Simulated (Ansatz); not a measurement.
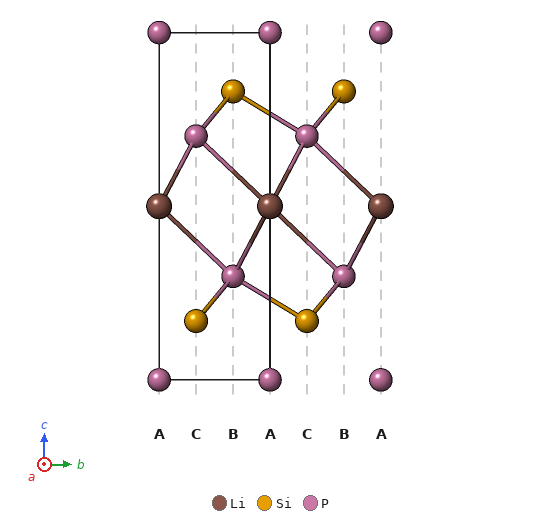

Projection along an edge of the hexagonal mesh, stacking direction c upwards. The dashed lines mark the three columns A (0, 0), B (1/3, 2/3) and C (2/3, 1/3). The sequence starts with the first layer at or above the cell's origin.

System LiSi2P3 (space group P-3m1, No. 164); source of the atomic positions: the end point of a relaxation with DFT PBE, scalar-relativistic, plane waves, PAW (Ansatz); the starting structure was generated, so it need not be a known form of this composition.

**List the layers of one repeat.**

P(A) – Si(C) – P(B) – Li(A) – P(C) – Si(B) (six layers in 9.36 Å).

**How are the P and Si layers alone stacked?**

P and Si layers alone: ACBCB, a mixed type, (ccchh) in Jagodzinski's notation.

**Which positions between or in the P and Si layers do the other atoms fill?**

Li: one octahedral site, counted in one hexagonal cell. Four of the five gaps between P and Si layers are empty.

Heights of the layers:

```json
{"layer": "1", "atoms (column)": "P(A)", "height (Å)": "0.00", "to next (Å)": "1.59"}
{"layer": "2", "atoms (column)": "Si(C)", "height (Å)": "1.59", "to next (Å)": "1.20"}
{"layer": "3", "atoms (column)": "P(B)", "height (Å)": "2.79", "to next (Å)": "1.89"}
{"layer": "4", "atoms (column)": "Li(A)", "height (Å)": "4.68", "to next (Å)": "1.89"}
{"layer": "5", "atoms (column)": "P(C)", "height (Å)": "6.57", "to next (Å)": "1.20"}
{"layer": "6", "atoms (column)": "Si(B)", "height (Å)": "7.78", "to next (Å)": "1.59"}
```
